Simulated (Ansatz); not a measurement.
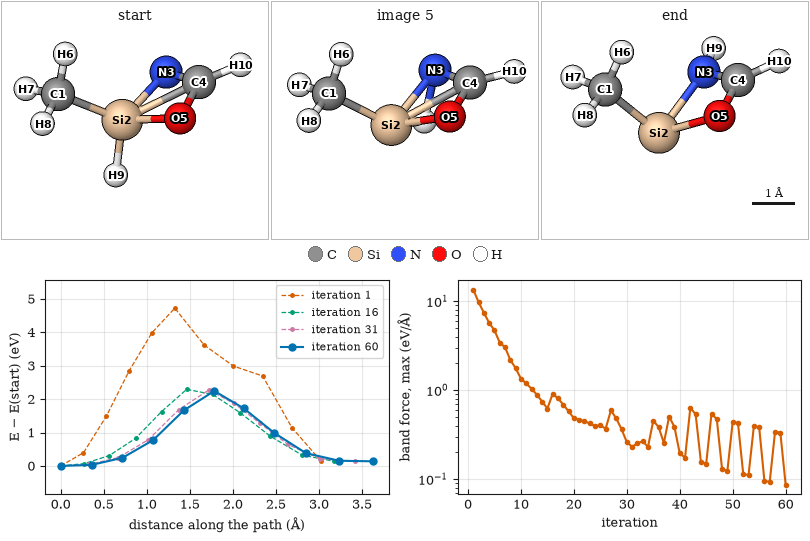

A nudged-elastic-band calculation for C$_{2}$H$_{5}$NOSi. Images are numbered from 0 (start) to 10 (end). The plot follows the band through its iterations. Style: ball-and-stick. Shown at a tilt.

Theory: RKS PBE-D4/def2-SVP in Ansatz. Settings: 9 movable images; climbing image; force threshold 0.05 eV/Å; iteration limit 60; optimiser L-BFGS; largest step 0.02 Å; starting path through a guess of the saddle point.

Did the band converge, and can the barrier be trusted?

The result isn't final. The band hadn't converged when the run stopped after 60 iterations. The largest component of the band force went from 14 to 0.087 eV/Å. The barrier read from it is provisional, though the highest image hardly moved in the last two iterations. The step length is far from the usual. The first iteration put the highest image at 4.72 eV. The energy climbs by 2.24 eV to image 5 and then falls by 2.11 eV, so the end point sits at +0.14 eV.
